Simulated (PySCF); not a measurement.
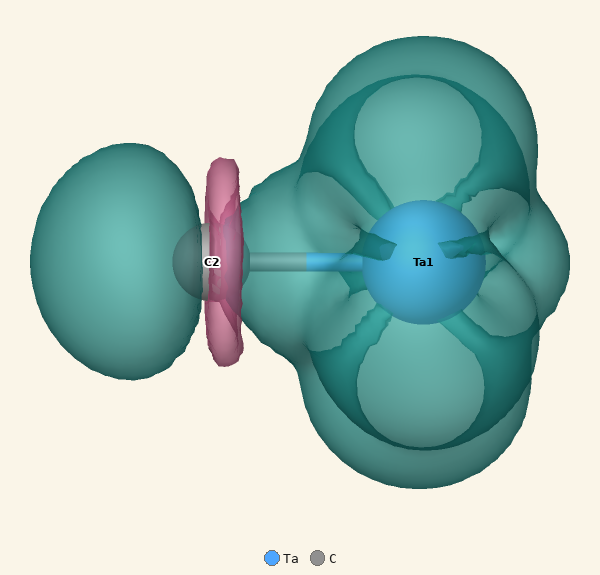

TaC (charge −1, triplet). Isosurfaces of the spin density (α minus β) at +0.02 (teal) and −0.02 e/Å³ (pink), seen from one side.

⟨S²⟩ = 2.11, above the pure value of 2.00; core potentials replace the inner electrons of Ta.

Theory: PBE0/def2-TZVPPD, non-relativistic Hamiltonian with scalar-relativistic core potentials where named, at a bond length of 1.806 Å (PySCF 2.14.0).

```yaml
atoms:
  - { symbol: Ta, position_ang: [0.0000, 0.0000, -0.1123] }
  - { symbol: C, position_ang: [0.0000, 0.0000, 1.6937] }
```

Describe the spin distribution.

The unpaired spin (2 electrons) lies mostly on Ta1 (about 1.5) and C2 (about 0.5), in electrons by Hirshfeld's partition.
